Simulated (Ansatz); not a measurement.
**CH5Al2F: rigid scan of one bond length, by script**

How does the energy of CH5Al2F change as one bond is stretched? A script is to give a rigid scan of one bond length; the system is CH5Al2F. SMILES: [CH3][AlH][AlH][F].

Computed with Ansatz 0.2.0, driven from Python. Level of theory: PBE0+D3(BJ)/cc-pVDZ.

### Step 1. The system

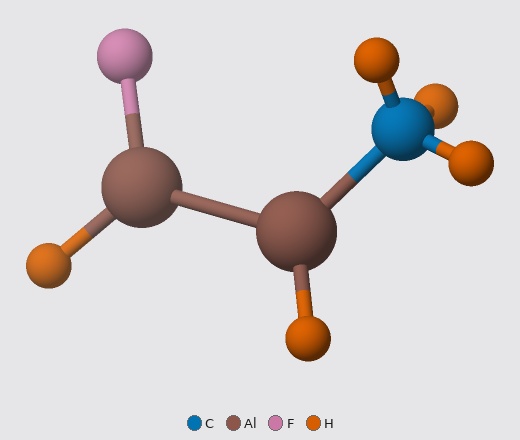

The starting structure, viewed from a chosen angle; carbon blue, aluminium brown, fluorine pink, hydrogen orange.

The script holds or builds the structure itself.

### Step 2. Script

Input file ch5al2f.py:

```python
# -*- coding: utf-8 -*-
"""Stretching a bond of CH5Al2F, the rest held rigid."""

import ansatz as az
import numpy as np

GEOMETRY = """
C    -0.07100    0.81200   -1.48090
Al   -0.46230   -0.68530   -0.27780
Al    0.39960   -0.63520    2.02920
F     1.45300    0.79570    2.61020
H    -0.58720    0.65330   -2.49590
H    -0.55400    1.79320   -1.05280
H     1.00100    0.99170   -1.61890
H    -1.26040   -1.92180   -0.79840
H     0.16960   -1.84990    3.06820
"""


def main():
    ch5al2f = az.Crystal.molecule()
    for line in GEOMETRY.strip().splitlines():
        symbol, *xyz = line.split()
        ch5al2f = ch5al2f.atom(symbol, [float(v) for v in xyz])

    symbols = [site.symbol for site in ch5al2f.cartesian_sites]
    start = np.array([site.position_ang for site in ch5al2f.cartesian_sites])
    axis = (start[0] - start[1]) / np.linalg.norm(start[0] - start[1])
    moving = [0, 4, 5, 6]
    lengths, energies = [1.725, 1.803, 1.882, 1.96, 2.039, 2.117, 2.195, 2.313], []
    for length in lengths:
        xyz = start.copy()
        xyz[moving] += (length - np.linalg.norm(start[0] - start[1])) * axis
        point = az.Crystal.molecule()
        for symbol, place in zip(symbols, xyz):
            point = point.atom(symbol, place.tolist())
        calculation = point.calculation().basis(gaussian="cc-pVDZ").functional("pbe0", dispersion="d3bj")
        report = calculation.run(threads=1, backend="cpu").report
        energies.append(report["free_energy_ev"])
        print(f"r = {length:6.3f} A  E = {energies[-1]:.5f} eV  <S^2> = {abs(report['mean_field']['state']['spin_squared']):.3f}")

    # quartic fit about the minimum
    fit = np.polynomial.Polynomial.fit(lengths, np.array(energies) - min(energies), 4).convert()
    roots = [r.real for r in fit.deriv().roots() if abs(r.imag) < 1e-9 and fit.deriv(2)(r.real) > 0]
    r_e = min(roots, key=lambda r: abs(r - lengths[int(np.argmin(energies))]))
    print(f"minimum of the fit at {r_e:.4f} A, force constant {fit.deriv(2)(r_e):.2f} eV/A^2")


if __name__ == "__main__":
    main()
```

### Step 3. Running it

Launch:

```sh
$ python ch5al2f.py
```

Log:

```text
r =  1.725 A  E = -17019.37305 eV  <S^2> = 0.000
r =  1.803 A  E = -17019.73149 eV  <S^2> = 0.000
r =  1.882 A  E = -17019.92153 eV  <S^2> = 0.000
r =  1.960 A  E = -17019.98422 eV  <S^2> = 0.000
r =  2.039 A  E = -17019.95576 eV  <S^2> = 0.000
r =  2.117 A  E = -17019.86225 eV  <S^2> = 0.000
r =  2.195 A  E = -17019.72266 eV  <S^2> = 0.000
r =  2.313 A  E = -17019.45474 eV  <S^2> = 0.000
minimum of the fit at 1.9705 A, force constant 14.24 eV/A^2
```

Run time: 24 s. Hardware: 1 thread of Arm Neoverse V1, shared host; peak memory 0.23 GiB.

### Step 4. Run by run

From the records of these 8 runs:

| run | distance (Å) | energy from run 4 (eV) | SCF cycles | CPU time (s) |
| --- | --- | --- | --- | --- |
| 1 | 1.73 | 0.6112 | 16 | 2.9 |
| 2 | 1.80 | 0.2527 | 17 | 2.8 |
| 3 | 1.88 | 0.0627 | 17 | 2.9 |
| 4 | 1.96 | 0.0000 | 17 | 2.9 |
| 5 | 2.04 | 0.0285 | 17 | 2.9 |
| 6 | 2.12 | 0.1220 | 17 | 2.9 |
| 7 | 2.19 | 0.2616 | 17 | 2.9 |
| 8 | 2.31 | 0.5295 | 17 | 2.9 |

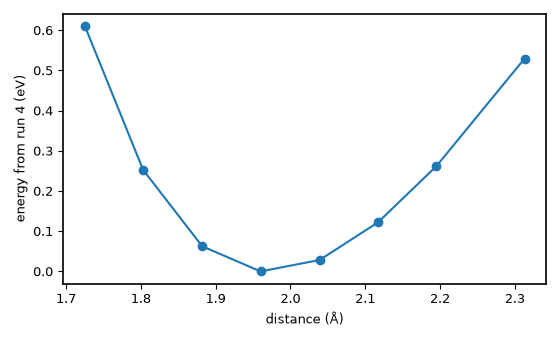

Energy against distance; lines join the points.

### Step 5. Results

| quantity | value |
| --- | --- |
| bond length at the fit's minimum | 1.9705 Å |
| runs compared | 8 |
| range of energy | 0.611 eV |
| lowest point, distance (Å) | 1.96 |

The lowest point, at 1.96, lies inside the range. The ends stand 0.611 and 0.529 eV above it. The distance scanned is the script's pair 1, 0. The rest of the molecule is held rigid at a force-field or estimated start geometry, and the basis set is modest; single-reference methods fail as a bond breaks. The orbitals are restricted, so S² is zero by construction.
